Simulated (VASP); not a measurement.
# Cu2P2O7: structure and properties in VASP, part 2 of 8

What structure does Cu2P2O7 take at this level, and what are its properties? The start is a cell from a database of measured crystal structures.

VASP 6.6.1; r2SCAN, no spin polarisation; plane waves and PAW (Cu, P, O).

Still holding for the runs below: This run has no spin polarisation, although Cu can carry a moment. Oxides and halides of Cu are often magnetic insulators, and a metal at this level, without U or exact exchange, may be an artefact.

So far: Starting point; Full relaxation (r2SCAN).

## Step 2: Full relaxation (r2SCAN) (continued)

Relaxation path (22 of 24):

```
step  energy less that of the first step (eV)  largest force (eV/Å)  pressure (GPa)  volume (Å³)
   1                                   0.0000                0.3770            1.30       241.43
   2                                   0.0525                1.0005           -2.73       244.56
   3                                  -0.0193                0.1907           -0.12       242.48
   4                                  -0.0348                0.3116           -0.23       243.18
   5                                  -0.0350                0.2752           -0.24       243.12
   6                                  -0.0386                0.2946            0.17       242.98
   8                                  -0.0440                0.1918            0.47       243.01
   9                                  -0.0446                0.1058            0.32       243.01
  10                                  -0.0478                0.0833            0.01       243.57
  11                                  -0.0479                0.0875           -0.04       243.64
  12                                  -0.0491                0.0947           -0.01       243.78
  13                                  -0.0491                0.1208            0.01       243.81
  14                                  -0.0498                0.0650            0.01       243.89
  15                                  -0.0502                0.0223            0.05       243.98
  16                                  -0.0504                0.0178            0.03       244.02
  17                                  -0.0508                0.0450            0.02       244.16
  19                                  -0.0510                0.0326           -0.02       244.26
  20                                  -0.0511                0.0160           -0.06       244.32
  21                                  -0.0511                0.0157           -0.02       244.30
  22                                  -0.0512                0.0113            0.04       244.25
  23                                  -0.0512                0.0122            0.04       244.23
  24                                  -0.0512                0.0094            0.05       244.25
```

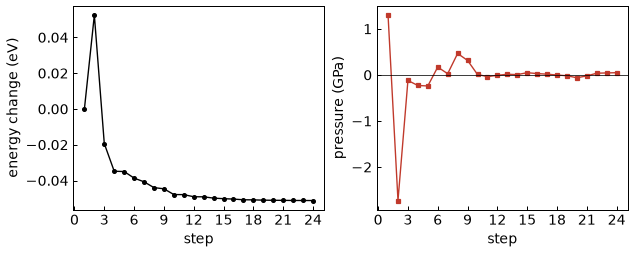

Energy and pressure along the relaxation.

```csv
cell as run,before,after,change
a (Å),5.324,5.371,+0.9 %
b (Å),5.324,5.371,+0.9 %
c (Å),9.164,9.144,-0.2 %
α (°),102.56,103.09,+0.5 %
β (°),102.56,103.09,+0.5 %
γ (°),99.28,98.91,-0.4 %
volume (Å³/atom),10.97,11.10,+1.2 %
```

The atoms that moved most (Å, as changes of fractional coordinates times the final cell):

```
atom      dx      dy      dz  length
 O14  -0.009   0.000   0.026   0.027
 O11  -0.009   0.000   0.026   0.027
 O12   0.009   0.000  -0.026   0.027
 O13   0.009   0.000  -0.026   0.027
 O10   0.000   0.023   0.000   0.023
  O9   0.000  -0.023   0.000   0.023
 Cu3   0.000   0.022   0.006   0.023
 Cu2   0.000  -0.022   0.006   0.023
```

Final coordinates:

```cif
data_structure
_symmetry_space_group_name_H-M 'P 1'
_symmetry_Int_Tables_number 1
_cell_length_a 5.3709
_cell_length_b 5.3709
_cell_length_c 9.1437
_cell_angle_alpha 103.093
_cell_angle_beta 103.093
_cell_angle_gamma 98.908
_cell_volume 244.25
loop_
_atom_site_label
_atom_site_type_symbol
_atom_site_fract_x
_atom_site_fract_y
_atom_site_fract_z
_atom_site_occupancy
Cu1 Cu 0.67129 0.29173 0.50634 1
Cu2 Cu 0.70827 0.32871 0.99366 1
Cu3 Cu 0.32871 0.70827 0.49366 1
Cu4 Cu 0.29173 0.67129 0.00634 1
P5 P 0.18805 0.20373 0.20639 1
P6 P 0.79627 0.81195 0.29361 1
P7 P 0.81195 0.79627 0.79361 1
P8 P 0.20373 0.18805 0.70639 1
O9 O 0.95622 0.04378 0.25000 1
O10 O 0.04378 0.95622 0.75000 1
O11 O 0.37553 0.37593 0.36439 1
O12 O 0.62407 0.62447 0.13561 1
O13 O 0.62447 0.62407 0.63561 1
O14 O 0.37593 0.37553 0.86439 1
O15 O 0.06442 0.37598 0.11418 1
O16 O 0.62402 0.93558 0.38582 1
O17 O 0.93558 0.62402 0.88582 1
O18 O 0.37598 0.06442 0.61418 1
O19 O 0.32729 0.02660 0.11902 1
O20 O 0.97340 0.67271 0.38098 1
O21 O 0.67271 0.97340 0.88098 1
O22 O 0.02660 0.32729 0.61902 1
```

Numbers from this step:

```yaml
electrons: 148
bands: 96
irreducible_k_points: 24
symmetry_operations: 4
free_energy_toten: -201.5314 eV
energy_at_zero_smearing: -201.5195 eV
fermi_energy: 3.546 eV
pressure: 0.04902 GPa
metallic: yes
scf_cycles_over_all_ionic_steps: 180
```

It ends with a largest force of 0.009 eV/Å and a pressure of 0.05 GPa. The volume lies +1.2 % from that of the database's start.

## Step 3: Second relaxation

The basis stayed that of the start cell while the cell moved. A rerun from the cell reached resets it; the error of the finite cutoff stays.

INCAR reads:

```
SYSTEM = Cu2P2O7
PREC = Accurate
ENCUT = 520
EDIFF = 1E-06
NELM = 100
ISMEAR = 0
SIGMA = 0.05
LREAL = Auto
ALGO = Normal
METAGGA = R2SCAN
LASPH = .TRUE.
NBANDS = 96
LORBIT = 11
LWAVE = .FALSE.
LCHARG = .FALSE.
KPAR = 8
IBRION = 2
NSW = 60
ISIF = 3
EDIFFG = -0.01
```

POSCAR reads:

```
Cu2P2O7
1.0
    3.4913944820     -4.0813054081     -0.0141363625
    3.4913944820      4.0813054081     -0.0141363625
   -3.1517220179      0.0000000000      8.5833480399
Cu P O
4 4 14
Direct
    0.6712906141      0.2917283905      0.5063433623
    0.7082716095      0.3287093859      0.9936566377
    0.3287093859      0.7082716095      0.4936566377
    0.2917283905      0.6712906141      0.0063433623
    0.1880462677      0.2037321383      0.2063922874
    0.7962678617      0.8119537323      0.2936077126
    0.8119537323      0.7962678617      0.7936077126
    0.2037321383      0.1880462677      0.7063922874
    0.9562208142      0.0437791858      0.2500000000
    0.0437791858      0.9562208142      0.7500000000
    0.3755296091      0.3759302202      0.3643866318
    0.6240697798      0.6244703909      0.1356133682
    0.6244703909      0.6240697798      0.6356133682
    0.3759302202      0.3755296091      0.8643866318
    0.0644153125      0.3759803735      0.1141831193
    0.6240196265      0.9355846875      0.3858168807
    0.9355846875      0.6240196265      0.8858168807
    0.3759803735      0.0644153125      0.6141831193
    0.3272913489      0.0266013310      0.1190189529
    0.9733986690      0.6727086511      0.3809810471
    0.6727086511      0.9733986690      0.8809810471
    0.0266013310      0.3272913489      0.6190189529
```

KPOINTS reads:

```
Automatic mesh
0
Gamma
5 5 3
0 0 0
```

PAW data sets: Cu, P and O (PBE family, release 64).

The run is started by

```bash
> mpirun -np 8 vasp_std
```

The log of the run:

```text
[banner, memory and clock lines left out]
running    8 mpi-ranks, on    1 nodes
 distrk:  each k-point on    1 cores,    8 groups
 distr:  one band on    1 cores,    1 groups

 POSCAR found type information on POSCAR CuP O
 POSCAR found :  3 types and      22 ions
 [... a notice as in an earlier step ...]

 [... a notice as in an earlier step ...]

 LDA part: xc-table for (None), standard interpolation
 POSCAR, INCAR and KPOINTS ok, starting setup
 FFT: planning ... GRIDC
 FFT: planning ... GRID_SOFT
 FFT: planning ... GRID
 WAVECAR not read
 entering main loop
       N       E                     dE             d eps       ncg     rms          rms(c)
DAV:   1     0.213138428907E+04    0.21314E+04   -0.66581E+04  4656   0.191E+03
DAV:   2     0.177520898992E+03   -0.19539E+04   -0.17640E+04  5048   0.557E+02
DAV:   3    -0.229549397970E+03   -0.40707E+03   -0.39000E+03  5376   0.260E+02
DAV:   4    -0.267384785673E+03   -0.37835E+02   -0.37027E+02  7224   0.855E+01
DAV:   5    -0.268453109669E+03   -0.10683E+01   -0.10602E+01  7496   0.171E+01    0.521E+01
DAV:   6    -0.205586084359E+03    0.62867E+02   -0.15109E+02  7600   0.111E+02    0.307E+01
DAV:   7    -0.201311090273E+03    0.42750E+01   -0.42950E+01  6304   0.159E+02    0.146E+01
DAV:   8    -0.201452704799E+03   -0.14161E+00   -0.80126E+00  8200   0.238E+01    0.362E+00
DAV:   9    -0.201531574419E+03   -0.78870E-01   -0.10878E+00  7848   0.118E+01    0.173E+00
DAV:  10    -0.201528787738E+03    0.27867E-02   -0.21519E-01  7528   0.741E+00    0.779E-01
DAV:  11    -0.201537530985E+03   -0.87432E-02   -0.34270E-02  7040   0.164E+00    0.358E-01
DAV:  12    -0.201537305105E+03    0.22588E-03   -0.74002E-03  7384   0.683E-01    0.201E-01
DAV:  13    -0.201537477917E+03   -0.17281E-03   -0.59362E-04  6760   0.123E-01    0.594E-02
DAV:  14    -0.201537449597E+03    0.28320E-04   -0.99948E-05  7352   0.816E-02    0.244E-02
DAV:  15    -0.201537441360E+03    0.82371E-05   -0.39553E-05  6088   0.296E-02    0.125E-02
DAV:  16    -0.201537440684E+03    0.67574E-06   -0.67507E-06  5824   0.147E-02
   1 F= -.20153744E+03 E0= -.20152556E+03  d E =-.201537E+03
 curvature:   0.00 expect dE= 0.000E+00 dE for cont linesearch  0.000E+00
 trial: gam= 0.00000 g(F)=  0.298E-04 g(S)=  0.132E-03 ort = 0.000E+00 (trialstep = 0.100E+01)
 search vector abs. value=  0.162E-03
 reached required accuracy - stopping structural energy minimisation
```

Run time: 3.8 min. Hardware: 8 MPI ranks of Intel Xeon 6975P-C (Granite Rapids), shared host; peak memory 4.6 GiB; 24 min of CPU time.

Parts of OUTCAR (step 3):

```text
  LATTYP: Found a base centered monoclinic cell.
 ALAT       =     6.9828462007
 B/A-ratio  =     1.1689518259
 C/A-ratio  =     1.3094514549
 COS(beta)  =    -0.3484858219

 Found     24 irreducible k-points:

   ENCUT  =  520.0 eV  38.22 Ry    6.18 a.u.   9.99  9.99 17.00*2*pi/ulx,y,z

   NELECT =     148.0000    total number of electrons

 E-fermi :   3.5460

 k-point     1 :       0.0000    0.0000    0.0000
  band No.  band energies     occupation
    ...
     70       2.5205      2.00000
     71       2.5249      2.00000
     72       2.7501      2.00000
     73       2.7554      2.00000
     74       3.5654      0.58395
     75       3.6257      0.02421
     76       4.1844      0.00000
     77       7.7339      0.00000
     78      10.0276      0.00000
     79      10.4795      0.00000
    ...

 k-point     2 :       0.2000    0.0000   -0.0000
  band No.  band energies     occupation
    ...
     70       2.5209      2.00000
     71       2.6089      2.00000
     72       2.7221      2.00000
     73       2.9969      2.00000
     74       3.5193      1.54960
     75       3.6045      0.09814
     76       4.0038      0.00000
     77       8.2146      0.00000
     78      10.1984      0.00000
     79      10.5792      0.00000
    ...

  Total        0.1561775      0.1697245      0.0655118      0.0000000      0.0000000      0.0382514
  in kB        1.0244492      1.1133112      0.4297260      0.0000000      0.0000000      0.2509107
  external PRESSURE =       0.8558288 kB  Pullay stress =       0.0000000 kB

  energy-cutoff  :      520.00
  volume of cell :      244.25
      direct lattice vectors                 reciprocal lattice vectors
     3.491394482 -4.081305408 -0.014136362     0.143422484 -0.122509822  0.052663343
     3.491394482  4.081305408 -0.014136362     0.143422484  0.122509822  0.052663343
    -3.151722018  0.000000000  8.583348040     0.000472420  0.000000000  0.116678123

 POSITION                                       TOTAL-FORCE (eV/Angst)
 -----------------------------------------------------------------------------------
      1.76643     -1.54911      4.33251        -0.004746      0.001642     -0.000481
      0.48878     -1.54911      8.51424         0.004746      0.001642      0.000481
      2.06464      1.54911      4.22257         0.004746     -0.001642      0.000481
      3.34229      1.54911      0.04083        -0.004746     -0.001642     -0.000481
      0.71736      0.06402      1.76600         0.001490     -0.002131      0.002458
      4.68957      0.06402      2.49740        -0.001490     -0.002131     -0.002458
      3.11371     -0.06402      6.78908        -0.001490      0.002131     -0.002458
     -0.85850     -0.06402      6.05767         0.001490      0.002131      0.002458
      2.70346     -3.72395      2.13170         0.000000      0.006263     -0.000000
      1.12760      3.72395      6.42337        -0.000000     -0.006263      0.000000
      1.47520      0.00164      3.11703        -0.002824      0.001727     -0.003122
      3.93173      0.00164      1.14637         0.002824      0.001727      0.003122
      2.35587     -0.00164      5.43804         0.002824     -0.001727      0.003122
     -0.10066     -0.00164      7.40871        -0.002824     -0.001727     -0.003122
      1.17772      1.27159      0.97385        -0.000406      0.001493      0.001731
      4.22921      1.27159      3.28955         0.000406      0.001493     -0.001731
      2.65335     -1.27159      7.58123         0.000406     -0.001493     -0.001731
     -0.39814     -1.27159      5.26552        -0.000406     -0.001493      0.001731
      0.86046     -1.22721      1.01658        -0.007435      0.001262      0.003697
      4.54646     -1.22721      3.24682         0.007435      0.001262     -0.003697
      2.97060      1.22721      7.53850         0.007435     -0.001262     -0.003697
     -0.71540      1.22721      5.30825        -0.007435     -0.001262      0.003697
 -----------------------------------------------------------------------------------
    total drift:                               -0.000000      0.000000      0.000000

  FREE ENERGIE OF THE ION-ELECTRON SYSTEM (eV)
  ---------------------------------------------------
  free  energy   TOTEN  =      -201.5374406845 eV

  energy  without entropy=     -201.5136763733  energy(sigma->0) =     -201.52555853

 total charge
# of ion       s       p       d       tot
------------------------------------------
    1        0.313   0.359   9.131   9.804
    2        0.313   0.359   9.131   9.804
    3        0.313   0.359   9.131   9.804
    4        0.313   0.359   9.131   9.804
    5        0.896   1.503   0.000   2.399
    6        0.896   1.503   0.000   2.399
    7        0.896   1.503   0.000   2.399
    8        0.896   1.503   0.000   2.399
    9        1.555   3.761   0.000   5.316
   10        1.555   3.761   0.000   5.316
   11        1.574   3.595   0.000   5.169
   12        1.574   3.595   0.000   5.169
   13        1.574   3.595   0.000   5.169
   14        1.574   3.595   0.000   5.169
   15        1.573   3.617   0.000   5.190
   16        1.573   3.617   0.000   5.190
   17        1.573   3.617   0.000   5.190
   18        1.573   3.617   0.000   5.190
   19        1.571   3.624   0.000   5.195
   20        1.571   3.624   0.000   5.195
   21        1.571   3.624   0.000   5.195
   22        1.571   3.624   0.000   5.195
--------------------------------------------------
tot         26.822  58.312  36.524 121.658

[... 5 parts as in an earlier step ...]

[... 7 further parts left out ...]
```

Little changed from the start: no atom moved by 0.005 Å and no cell edge by 0.1 %.

This step gave:

| Property | Result |
| --- | --- |
| free energy (TOTEN) | -201.5374 eV |
| energy at zero smearing | -201.5256 eV |
| pressure | 0.08558 GPa |
| SCF cycles over all ionic steps | 16 |

It ends with a largest force of 0.008 eV/Å and a pressure of 0.09 GPa. The volume moved by under 0.01 %: the run met its threshold at the first step.

(Continued in part 3 of 8.)

[Lines on the potential files, build, host, timing and source positions are cut from VASP's logs without a mark.]

[Logs are printed without paths, hosts, clocks, repeated set-up lines and the standing remarks that a program may print on its own settings, such as how far it seeks lower states.]

[Hosts, paths, dates, database ids (printed as entryN), source tags and the programs' standing remarks are cut or masked in the printed files.]

[A measured line is paired with the nearest computed mode of its activity, which favours agreement.]

[In band tables of VASP the shares of atoms and orbitals are scaled to a sum of 1 inside the atoms' spheres.]
